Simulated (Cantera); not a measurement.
A closed system holds: 1 mol Al(CH3)3, 0.47 mol O2, 27 mol N2, held at 3300 Pa.

Equilibrium computed with Cantera from the NASA thermochemical tables; the gas is ideal and each condensed phase is pure. Candidate condensed phases: Al, AlN, Al2O3, C, C6H6, C7H8, C8H18, H2O; 148 gas species. The feed counts by its element totals alone. Mutual solubility and eutectic melting of coexisting phases are not modelled. Condensed phases not in the tables: aluminium oxynitride. Kinetics and transport are ignored.

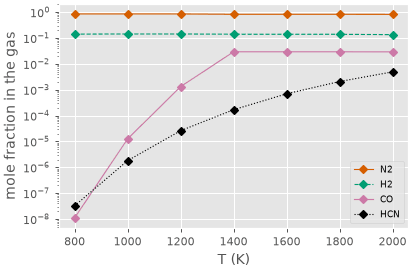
*Equilibrium gas composition (values under 1e-9 drawn at 1e-9)*

Question: Read off the mole fractions at 1800 K.

Answer: N2 about 0.83, H2 about 0.14, CO about 0.029, HCN about 0.0021.
